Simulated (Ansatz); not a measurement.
Molecular dynamics, with input and output: GaNH4 (part 3 of 3)

The same run, continued: GaNH4; RKS BHLYP/def2-mTZVP (Ansatz 0.2.0). It belongs to a series of runs on one base structure; here: dynamics from the start.

Geometry of the input (Å):
```
Ga 0.0179  -0.0002  -0.0109
H  0.0410  -0.5592  1.4449
N  1.5899  0.0005  -0.9181
H  2.4567  -0.3299  -0.5417
H  1.6998  0.3312  -1.8566
H  -1.2327  0.5574  -0.7575
```

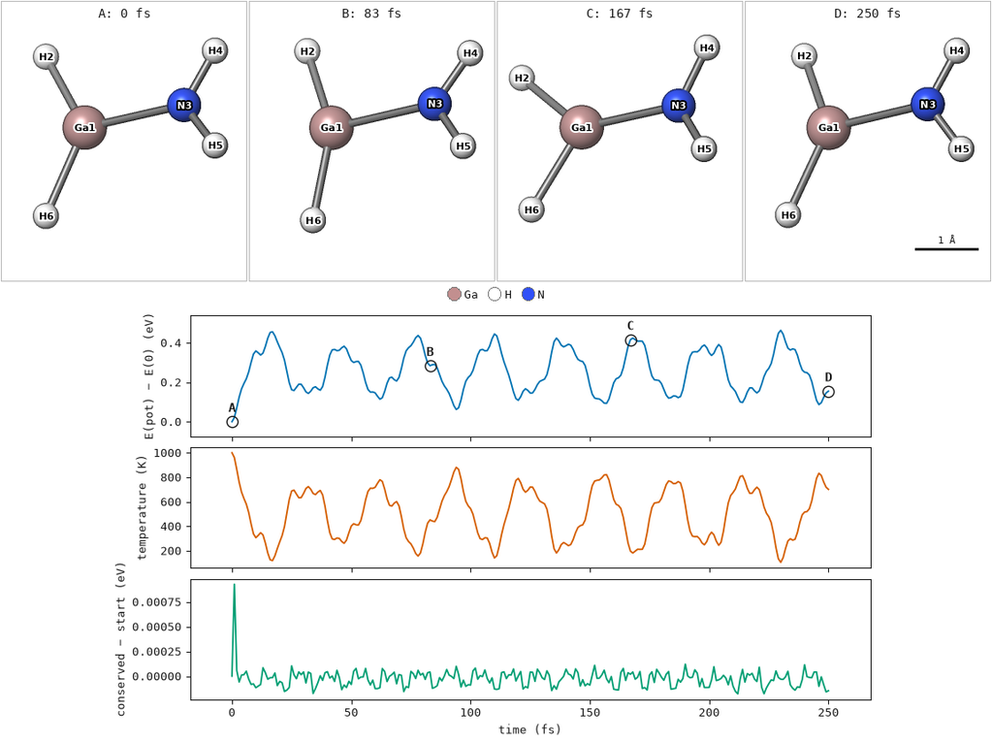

*Frames of the molecular dynamics (ball-and-stick, seen at a tilt) above the curves, on which the letters mark them.*

The trajectory kept here has 251 frames over 250 fs. The temperature starts at 1000 K, ranges from 105 to 1000 K and averages 501 K over the second half. The potential energy ends 0.155 eV above its first value. The conserved quantity stays within 0.0011 eV. After an unweighted best fit of the last frame on the first, the root-mean-square displacement is 0.12 Å.

```
Total energy: -53931.88670690 eV, -1981.9602801328 hartree
Atom 0 at     0.014355     0.010347    -0.003454 Å, force     0.083917     0.267948    -1.404738 eV/Å
Atom 1 at     0.224901    -0.494376     1.400054 Å, force    -0.251080    -0.291355     0.889348 eV/Å
Atom 2 at     1.586631    -0.062502    -0.948235 Å, force    -1.679188    -0.261907     1.074093 eV/Å
Atom 3 at     2.406768    -0.400250    -0.525147 Å, force     0.955935    -0.091262     0.130848 eV/Å
Atom 4 at     1.706179     0.465150    -1.758887 Å, force     0.546055     0.488757    -1.216302 eV/Å
Atom 5 at    -1.228990     0.504029    -0.875914 Å, force     0.344362    -0.112182     0.526752 eV/Å
Dipole moment:     0.104269     0.086108     0.018729 e Å
```

**Trajectory as extended XYZ (Å, eV, eV/Å), 31 of the 251 frames kept, from step=0 to step=250**
```
6
Properties=species:S:1:pos:R:3:forces:R:3 step=0 time_fs=0.0 energy=-53932.04125 temperature=1000.0
Ga    0.0179   -0.0002   -0.0109    0.0023  -0.0008  -0.0018
H     0.0410   -0.5592    1.4449   -0.0018   0.0020  -0.0003
N     1.5899    0.0005   -0.9181   -0.0046  -0.0006   0.0051
H     2.4567   -0.3299   -0.5417    0.0023  -0.0006  -0.0049
H     1.6998    0.3312   -1.8566    0.0021   0.0011   0.0010
H    -1.2327    0.5574   -0.7575   -0.0003  -0.0011   0.0010
6
Properties=species:S:1:pos:R:3:forces:R:3 step=8 time_fs=8.0 energy=-53931.74122 temperature=419.6
Ga    0.0124   -0.0005   -0.0108    0.2725  -0.3634   0.8897
H     0.3336   -0.6640    1.4830   -0.7234   0.6252  -1.0860
N     1.5629    0.0107   -0.9152   -0.3965  -0.1820   0.8394
H     2.3674   -0.2915   -0.4368    0.9860  -0.2822   0.0326
H     1.7073    0.2501   -1.8512    0.3192   0.3381  -1.1060
H    -1.0657    0.6449   -0.9295   -0.4578  -0.1356   0.4303
6
Properties=species:S:1:pos:R:3:forces:R:3 step=17 time_fs=17.0 energy=-53931.58592 temperature=119.3
Ga    0.0075   -0.0029   -0.0048   -0.4075   0.8665  -1.6798
H     0.4301   -0.6148    1.2663   -0.3716  -0.5063   1.6290
N     1.5540    0.0158   -0.9068    2.2648  -0.2328  -1.0477
H     2.4026   -0.2748   -0.4064   -0.7539   0.2009  -0.7142
H     1.7675    0.1894   -1.8983   -0.3430  -0.0381   1.1907
H    -1.0267    0.6875   -0.9637   -0.3888  -0.2902   0.6220
6
Properties=species:S:1:pos:R:3:forces:R:3 step=25 time_fs=25.0 energy=-53931.87957 temperature=687.5
Ga    0.0025    0.0002   -0.0099    1.2808  -0.2538   0.1211
H     0.3542   -0.6458    1.3996   -0.6045   0.2856  -0.2473
N     1.5977    0.0127   -0.9152   -0.1414   0.0069  -0.2128
H     2.4386   -0.2777   -0.4660    0.2058  -0.1884   0.1608
H     1.7803    0.1800   -1.8880   -0.2169   0.1620   0.0848
H    -1.1299    0.6457   -0.8136   -0.5238  -0.0124   0.0934
6
Properties=species:S:1:pos:R:3:forces:R:3 step=33 time_fs=33.0 energy=-53931.88705 temperature=701.8
Ga    0.0064    0.0025   -0.0160    0.8103  -0.3435   0.6434
H     0.1248   -0.6222    1.5186   -0.1184   0.4770  -1.1045
N     1.6414    0.0070   -0.9252   -1.8294   0.0095   1.2187
H     2.4815   -0.3143   -0.5127    0.4392  -0.2361   0.2376
H     1.7472    0.2186   -1.8763    0.1607   0.2941  -1.0193
H    -1.3510    0.5811   -0.6143    0.5376  -0.2010   0.0241
6
Properties=species:S:1:pos:R:3:forces:R:3 step=42 time_fs=42.0 energy=-53931.67736 temperature=296.2
Ga    0.0188    0.0023   -0.0184    0.0877   0.2576  -0.7792
H    -0.1632   -0.4759    1.3845    0.5179  -0.5981   1.3334
N     1.6313    0.0029   -0.9130    0.3644  -0.0175  -0.6049
H     2.5234   -0.3807   -0.5595   -1.3141   0.5077  -0.3695
H     1.7221    0.2964   -1.8963   -0.0602  -0.3630   1.2086
H    -1.4382    0.4594   -0.4166    0.4044   0.2133  -0.7884
6
Properties=species:S:1:pos:R:3:forces:R:3 step=50 time_fs=50.0 energy=-53931.73181 temperature=401.4
Ga    0.0307    0.0029   -0.0232   -0.8701  -0.4361   1.5574
H    -0.2560   -0.4669    1.5057    0.8394   0.0004  -0.5215
N     1.5929    0.0027   -0.9027   -0.1457   0.2350  -0.4667
H     2.4394   -0.4086   -0.5957    0.3921  -0.2111   0.4034
H     1.7022    0.3479   -1.8346   -0.1208   0.0291  -0.1048
H    -1.3878    0.4074   -0.4675   -0.0949   0.3827  -0.8678
6
Properties=species:S:1:pos:R:3:forces:R:3 step=58 time_fs=58.0 energy=-53931.89148 temperature=710.2
Ga    0.0344    0.0007   -0.0169   -2.0925  -0.0668   1.1397
H    -0.1177   -0.4762    1.5288    0.3444   0.1529  -0.7881
N     1.5616    0.0057   -0.9061    0.0808  -0.1787   0.4317
H     2.3723   -0.4397   -0.5647    0.7684  -0.1428   0.0864
H     1.6581    0.3959   -1.7989    0.2763   0.2815  -1.0305
H    -1.3250    0.4547   -0.7525    0.6226  -0.0461   0.1609
6
Properties=species:S:1:pos:R:3:forces:R:3 step=67 time_fs=67.0 energy=-53931.81594 temperature=564.3
Ga    0.0189   -0.0017   -0.0016   -0.6043   0.5679  -1.5188
H     0.1530   -0.4716    1.3990   -0.2273  -0.4138   1.2103
N     1.5565    0.0054   -0.9190    1.8684  -0.2761  -0.5428
H     2.4135   -0.4438   -0.5572   -0.9220   0.8166  -0.7089
H     1.6720    0.4311   -1.8448    0.0440  -0.6440   0.9608
H    -1.0783    0.5025   -1.0228   -0.1587  -0.0507   0.5994
6
Properties=species:S:1:pos:R:3:forces:R:3 step=75 time_fs=75.0 energy=-53931.65629 temperature=255.6
Ga    0.0003   -0.0003    0.0029    1.8062  -0.4307   0.3378
H     0.3151   -0.5452    1.5058   -0.7505   0.3718  -0.8810
N     1.5873   -0.0019   -0.9352   -0.0732   0.0321   0.0406
H     2.4633   -0.3544   -0.6310    0.4136  -0.1995   0.4376
H     1.7169    0.3848   -1.8496   -0.3324   0.0353  -0.1304
H    -0.9054    0.5360   -1.0969   -1.0636   0.1910   0.1954
6
Properties=species:S:1:pos:R:3:forces:R:3 step=83 time_fs=83.0 energy=-53931.75771 temperature=451.7
Ga   -0.0046   -0.0012    0.0070    1.7307   0.2427  -1.5048
H     0.2696   -0.5380    1.4345   -0.5397   0.0398   0.1160
N     1.6273   -0.0119   -0.9461   -1.3383  -0.0403   0.8940
H     2.5283   -0.2805   -0.6307    0.3763  -0.2059   0.3529
H     1.6851    0.3364   -1.8703   -0.0466   0.2282  -0.6304
H    -1.0016    0.6031   -1.0717   -0.1824  -0.2645   0.7723
6
Properties=species:S:1:pos:R:3:forces:R:3 step=92 time_fs=92.0 energy=-53931.92769 temperature=780.4
Ga    0.0074    0.0003   -0.0033    1.0657   0.1947  -0.8676
H     0.0345   -0.5323    1.4330   -0.0613  -0.1210   0.3912
N     1.6290   -0.0222   -0.9343    0.1601   0.1365  -0.0763
H     2.5823   -0.2134   -0.5693   -1.5329   0.2426  -0.6197
H     1.6299    0.2848   -1.9151    0.3083  -0.3210   1.1014
H    -1.1932    0.6015   -0.8103    0.0600  -0.1319   0.0710
6
Properties=species:S:1:pos:R:3:forces:R:3 step=100 time_fs=100.0 energy=-53931.80540 temperature=543.7
Ga    0.0274    0.0035   -0.0207   -0.8224  -0.4242   1.7973
H    -0.1841   -0.5604    1.5409    0.6018   0.3485  -1.1199
N     1.5908   -0.0259   -0.9116   -0.3697   0.1192  -0.3273
H     2.5007   -0.1560   -0.5508    0.4892  -0.2822   0.5355
H     1.6550    0.2200   -1.8727   -0.1039   0.1988  -0.3891
H    -1.3434    0.5523   -0.5354    0.2051   0.0399  -0.4965
6
Properties=species:S:1:pos:R:3:forces:R:3 step=108 time_fs=108.0 energy=-53931.65830 temperature=259.2
Ga    0.0400    0.0039   -0.0246   -2.4163   0.2416   0.8002
H    -0.2349   -0.5116    1.3923    0.6730  -0.3475   0.7227
N     1.5571   -0.0250   -0.9045    0.4475   0.0015  -0.3563
H     2.4265   -0.1585   -0.4561    0.6243  -0.2361   0.2228
H     1.6601    0.1944   -1.8610    0.1256   0.2608  -0.6406
H    -1.4239    0.5124   -0.4072    0.5459   0.0796  -0.7488
6
Properties=species:S:1:pos:R:3:forces:R:3 step=117 time_fs=117.0 energy=-53931.84651 temperature=623.4
Ga    0.0310    0.0062   -0.0204   -1.2546  -0.1536   0.8130
H    -0.0568   -0.5624    1.4407    0.4035   0.0170   0.0160
N     1.5614   -0.0221   -0.9226    1.5683  -0.0480  -0.2172
H     2.4084   -0.2184   -0.3625   -0.8527   0.2437  -1.3169
H     1.7078    0.2180   -1.9075    0.1573  -0.2112   1.1831
H    -1.3519    0.5002   -0.5209   -0.0218   0.1520  -0.4781
6
Properties=species:S:1:pos:R:3:forces:R:3 step=125 time_fs=125.0 energy=-53931.89629 temperature=719.7
Ga    0.0117    0.0075   -0.0108    0.4087  -0.4900   0.7176
H     0.2130   -0.6191    1.5335   -0.3347   0.6165  -1.2792
N     1.5882   -0.0207   -0.9388   -0.3332  -0.0331   0.4357
H     2.4226   -0.2755   -0.4663    0.4056  -0.2199   0.3185
H     1.8168    0.2472   -1.8669   -0.2856   0.2363  -0.4581
H    -1.2639    0.5289   -0.7703    0.1391  -0.1098   0.2654
6
Properties=species:S:1:pos:R:3:forces:R:3 step=133 time_fs=133.0 energy=-53931.75428 temperature=445.0
Ga   -0.0046    0.0054    0.0030    1.2619   0.4260  -2.2368
H     0.3992   -0.5286    1.3346   -0.3582  -0.3484   1.2162
N     1.6175   -0.0211   -0.9438   -0.8844   0.1083   0.3334
H     2.4615   -0.3561   -0.5431    0.3352  -0.2177   0.4782
H     1.8344    0.3106   -1.8574   -0.3299   0.1740  -0.3889
H    -1.1444    0.5307   -0.9489   -0.0247  -0.1421   0.5979
6
Properties=species:S:1:pos:R:3:forces:R:3 step=142 time_fs=142.0 energy=-53931.65367 temperature=250.4
Ga   -0.0087    0.0056    0.0002    2.5796  -0.4003  -0.2444
H     0.4606   -0.5025    1.4235   -0.8438   0.1149  -0.1469
N     1.6262   -0.0184   -0.9349    0.1770  -0.0901  -0.0087
H     2.4885   -0.4620   -0.5625   -1.2101   0.8639  -0.7264
H     1.7397    0.3964   -1.8701    0.1314  -0.6962   1.0574
H    -1.0584    0.5009   -0.9715   -0.8341   0.2078   0.0690
6
Properties=species:S:1:pos:R:3:forces:R:3 step=150 time_fs=150.0 energy=-53931.85844 temperature=646.3
Ga    0.0086    0.0038   -0.0084    0.6379  -0.2105   0.5625
H     0.2848   -0.4784    1.5441   -0.6225   0.2989  -1.0399
N     1.5974   -0.0134   -0.9129   -0.7053   0.0869   0.2138
H     2.4382   -0.4570   -0.6431    0.5111  -0.2264   0.4337
H     1.6955    0.3804   -1.8133    0.0005   0.1938  -0.7378
H    -1.1859    0.5143   -0.9234    0.1783  -0.1428   0.5679
6
Properties=species:S:1:pos:R:3:forces:R:3 step=158 time_fs=158.0 energy=-53931.92650 temperature=777.9
Ga    0.0312    0.0005   -0.0131   -1.4780   0.4381  -0.2608
H    -0.0671   -0.3892    1.4337    0.1337  -0.4156   0.9811
N     1.5616   -0.0057   -0.8983    0.5628   0.1799  -0.8031
H     2.4094   -0.4443   -0.6455    0.5434  -0.2655   0.4647
H     1.6452    0.3540   -1.8229   -0.1055   0.0803  -0.3373
H    -1.2872    0.4996   -0.7375    0.3436  -0.0172  -0.0445
6
Properties=species:S:1:pos:R:3:forces:R:3 step=167 time_fs=167.0 energy=-53931.62582 temperature=196.6
Ga    0.0425   -0.0002   -0.0166   -1.8658  -0.0954   1.7026
H    -0.3997   -0.3955    1.5016    1.0281  -0.1015  -0.5276
N     1.5646    0.0043   -0.9170    1.5206  -0.3083  -0.6681
H     2.4275   -0.4362   -0.5608   -0.9901   0.7440  -0.8862
H     1.5737    0.3166   -1.8969    0.4228  -0.5419   1.1809
H    -1.3147    0.4921   -0.5650   -0.1156   0.3030  -0.8016
6
Properties=species:S:1:pos:R:3:forces:R:3 step=175 time_fs=175.0 energy=-53931.76405 temperature=463.9
Ga    0.0361   -0.0008   -0.0077   -1.4811   0.2180   0.3795
H    -0.4015   -0.4507    1.4747    0.9223  -0.0459  -0.3967
N     1.5904    0.0079   -0.9411   -0.6456  -0.1366   1.0094
H     2.4439   -0.3623   -0.6027    0.4903  -0.1885   0.1052
H     1.6207    0.2216   -1.9014    0.0597   0.2162  -0.7937
H    -1.3350    0.5618   -0.6348    0.6544  -0.0634  -0.3038
6
Properties=species:S:1:pos:R:3:forces:R:3 step=183 time_fs=183.0 energy=-53931.92206 temperature=769.6
Ga    0.0179    0.0008    0.0035    0.3706   0.5554  -1.7794
H    -0.1438   -0.5392    1.3860    0.1500  -0.3844   1.0679
N     1.6076    0.0060   -0.9479   -0.6301  -0.0094   0.0763
H     2.5001   -0.3046   -0.6490    0.3541  -0.2942   0.5981
H     1.6768    0.1498   -1.9372   -0.4296   0.2446  -0.0445
H    -1.1918    0.6220   -0.8019    0.1850  -0.1121   0.0816
6
Properties=species:S:1:pos:R:3:forces:R:3 step=192 time_fs=192.0 energy=-53931.70992 temperature=359.2
Ga    0.0014    0.0059    0.0035    1.8283  -0.6874   0.2843
H     0.2015   -0.6987    1.4856   -0.5248   0.7162  -1.0362
N     1.6129   -0.0035   -0.9430    0.4839  -0.2317  -0.3652
H     2.5417   -0.2811   -0.5804   -1.3082   0.2732  -0.6117
H     1.6232    0.1390   -1.9696    0.1651  -0.0736   1.4905
H    -0.9923    0.6602   -0.9721   -0.6442   0.0034   0.2382
6
Properties=species:S:1:pos:R:3:forces:R:3 step=200 time_fs=200.0 energy=-53931.69206 temperature=324.4
Ga    0.0023    0.0059    0.0025    1.1368   0.1033  -1.0348
H     0.3602   -0.6642    1.3513   -0.6915   0.1445   0.3489
N     1.5959   -0.0168   -0.9250   -1.0202  -0.0317   0.9819
H     2.4787   -0.2720   -0.5605    0.5542  -0.2670   0.1040
H     1.6078    0.1655   -1.8866    0.3157   0.3450  -1.1307
H    -0.9848    0.6804   -1.0328   -0.2949  -0.2940   0.7307
6
Properties=species:S:1:pos:R:3:forces:R:3 step=208 time_fs=208.0 energy=-53931.82948 temperature=590.3
Ga    0.0124    0.0067   -0.0066   -0.0039   0.2345  -0.5690
H     0.3266   -0.5934    1.3335   -0.4327  -0.2612   1.0616
N     1.5609   -0.0286   -0.9003    0.6503   0.2347  -1.1869
H     2.4483   -0.3060   -0.5533    0.3137  -0.2535   0.3874
H     1.6653    0.2375   -1.8629   -0.1137   0.0877   0.0529
H    -1.0837    0.6282   -0.9002   -0.4136  -0.0423   0.2541
6
Properties=species:S:1:pos:R:3:forces:R:3 step=217 time_fs=217.0 energy=-53931.86978 temperature=668.4
Ga    0.0238    0.0089   -0.0199   -0.8946  -0.3711   1.7735
H     0.1319   -0.5597    1.5564   -0.1274   0.4283  -1.2816
N     1.5613   -0.0380   -0.9146    1.8060   0.1811  -1.1964
H     2.4223   -0.3960   -0.4761   -0.9713   0.5241  -0.7195
H     1.7242    0.3652   -1.8555   -0.1060  -0.6918   1.3973
H    -1.3191    0.5443   -0.6484    0.2933  -0.0706   0.0266
6
Properties=species:S:1:pos:R:3:forces:R:3 step=225 time_fs=225.0 energy=-53931.77093 temperature=477.0
Ga    0.0272    0.0081   -0.0185   -0.9014   0.2904  -0.1224
H    -0.0813   -0.4284    1.4530    0.5139  -0.3570   0.4737
N     1.5927   -0.0433   -0.9484   -1.5208  -0.3463   1.2289
H     2.3676   -0.4317   -0.4774    0.8177  -0.0983   0.0427
H     1.7915    0.4205   -1.7829    0.4030   0.4498  -1.1020
H    -1.4566    0.4567   -0.4301    0.6876   0.0614  -0.5210
6
Properties=species:S:1:pos:R:3:forces:R:3 step=233 time_fs=233.0 energy=-53931.66855 temperature=279.3
Ga    0.0235    0.0093   -0.0167    0.1232   0.0566  -0.0031
H    -0.1525   -0.3888    1.4609    0.7225  -0.4262   0.5542
N     1.5958   -0.0510   -0.9610   -0.1486   0.0801   0.1964
H     2.4123   -0.4365   -0.5293    0.0006  -0.0418   0.2333
H     1.8917    0.4619   -1.7731   -0.5166  -0.0616  -0.0027
H    -1.4240    0.3950   -0.3707   -0.1811   0.3929  -0.9780
6
Properties=species:S:1:pos:R:3:forces:R:3 step=242 time_fs=242.0 energy=-53931.80485 temperature=542.8
Ga    0.0191    0.0110   -0.0135   -0.2397  -0.2916   1.0670
H     0.0052   -0.4700    1.5909    0.2171   0.2563  -1.2834
N     1.5901   -0.0606   -0.9579    1.2049   0.5031  -0.5825
H     2.4481   -0.4388   -0.5325   -1.0119   0.4867  -0.3669
H     1.8540    0.5056   -1.7920   -0.6875  -0.9761   1.2577
H    -1.3881    0.4420   -0.6119    0.5172   0.0217  -0.0920
6
Properties=species:S:1:pos:R:3:forces:R:3 step=250 time_fs=250.0 energy=-53931.88656 temperature=700.5
Ga    0.0144    0.0103   -0.0035    0.0839   0.2679  -1.4047
H     0.2249   -0.4944    1.4001   -0.2511  -0.2914   0.8893
N     1.5866   -0.0625   -0.9482   -1.6792  -0.2619   1.0741
H     2.4068   -0.4002   -0.5251    0.9559  -0.0913   0.1308
H     1.7062    0.4652   -1.7589    0.5461   0.4888  -1.2163
H    -1.2290    0.5040   -0.8759    0.3444  -0.1122   0.5268
```
